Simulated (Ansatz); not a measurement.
# H₂O···CH₆N₂Si: what the fields show

The calculation's input:

```
crystal:
  periodic: [false, false, false]
  atoms:
    - { symbol: H, position_ang: [0.648868, 2.274667, 1.375267] }
    - { symbol: "N", position_ang: [-0.055689, 0.077135, 1.236278] }
    - { symbol: C, position_ang: [-0.146335, -0.30548, -0.00622] }
    - { symbol: Si, position_ang: [-0.902545, -1.982801, -0.550656] }
    - { symbol: "N", position_ang: [0.268666, 0.541342, -0.998287] }
    - { symbol: H, position_ang: [0.534836, 1.495164, -0.73821] }
    - { symbol: O, position_ang: [1.164073, 2.94556, 0.880609] }
    - { symbol: H, position_ang: [-0.345725, -0.67823, 1.868658] }
    - { symbol: H, position_ang: [-0.724009, -2.932206, 0.593758] }
    - { symbol: H, position_ang: [-0.2127, -2.52422, -1.76937] }
    - { symbol: H, position_ang: [-2.366305, -1.83914, -0.85463] }
    - { symbol: H, position_ang: [0.0664, 0.347062, -1.972603] }
    - { symbol: H, position_ang: [2.070365, 2.581146, 0.935506] }
magnetization:
  spin_polarized: true
basis:
  gaussian: { orbitals: "6-31G*" }
hamiltonian:
  xc: pbe
  dispersion: d4
relax:
  f_tol: 0.03
  max_steps: 50
output:
  orbitals: {}
```

Launched as:

```sh
ansatz run input.yaml --threads 4 --pin off --max-ram 5120MiB --backend cpu --events-out ev --progress --plain --runs-dir out
```

The fields are those of the run's last geometry, not of the input's.

These are results of Ansatz, UKS PBE-D4/6-31G*, not measurements.

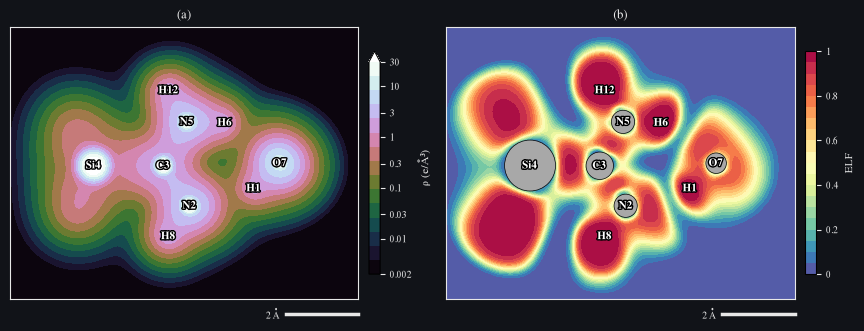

Figure 1. (a) total electron density; (b) ELF on the plane of atoms C3, N2 and H8. Grey discs cover the atomic cores in the ELF map.

Q: What does the map show?

A:
- The section cuts through H, N, C, Si and O sites.
- N2···H1 (1.83 Å): the density falls to about 0.28 e/Å³ on the way; the ELF dips to about 0.20 between them; by its geometry a hydrogen bond between the two molecules, with no shared pair.
- C–N (1.31 Å): the density is about 2.6 e/Å³ at the midpoint; the ELF peaks at about 0.90 between the atoms; localised, covalent bonding.
- C–Si (1.92 Å): ρ at the midpoint is about 0.91 e/Å³; the ELF peaks at about 0.95 between the atoms, as expected for localised, covalent bonding.
- O–H (1.01 Å): ρ is about 3.4 e/Å³ halfway; the ELF climbs to about 1 towards the hydrogen, as it does in any bond to H (a covalent bond by its length).
- C–N (1.37 Å): ρ at the midpoint is about 2.3 e/Å³; the ELF peaks at about 0.90 between the atoms (a covalent bond).
- The ELF also peaks beside O7, away from the bonds: lone-pair regions.

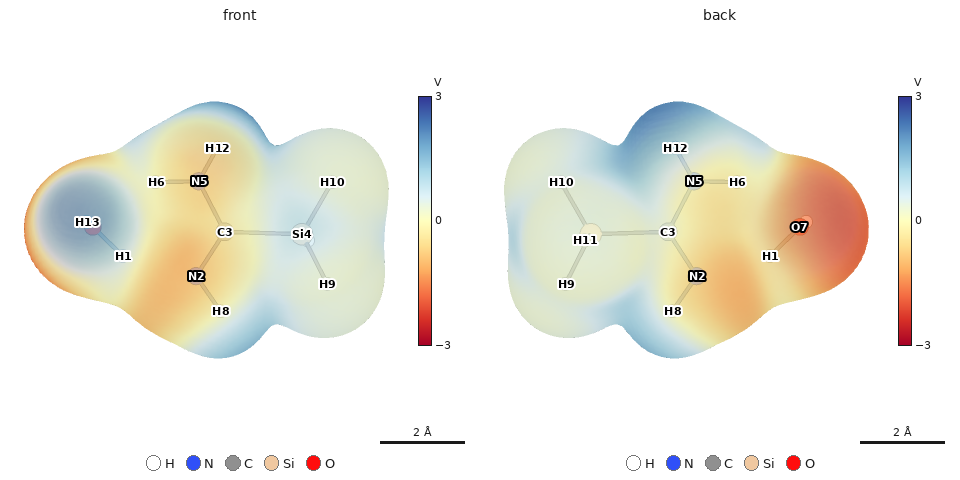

Figure 2. The molecular electrostatic potential painted on the density surface at 0.002 e/bohr³, seen from the front and from behind; red is negative and blue positive.

Q: Which sites attract a positive test charge, and which a negative one?

A: A positive charge is drawn to the negative regions and a negative charge to the positive ones. The most negative region (about −2.0 V, or −46 kcal/mol for a unit charge) lies over O7, the most positive (about +2.2 V, or +51 kcal/mol for a unit charge) over H12. O7 is the likeliest acceptor of a hydrogen bond.

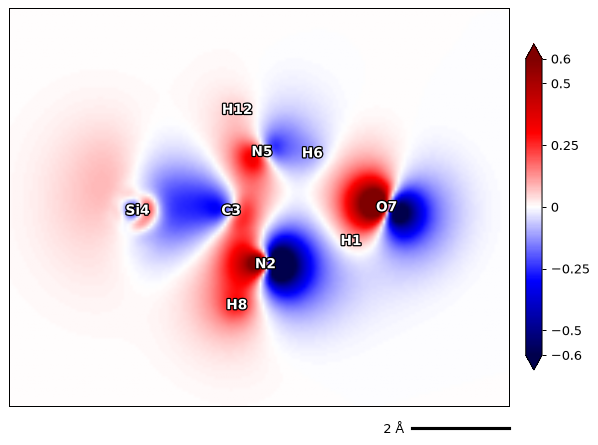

Figure 3. The HOMO−1 on the plane of atoms C3, N2 and H8 (values in Å⁻³ᐟ²; the overall sign is arbitrary).

Q: Where does this orbital lie, and at what energy?

A: By Hirshfeld shares it lies mainly on O7 (about 35 %), N2 (about 35 %), C3 (about 5 %) and Si4 (about 5 %). Its energy is −5.68 eV.
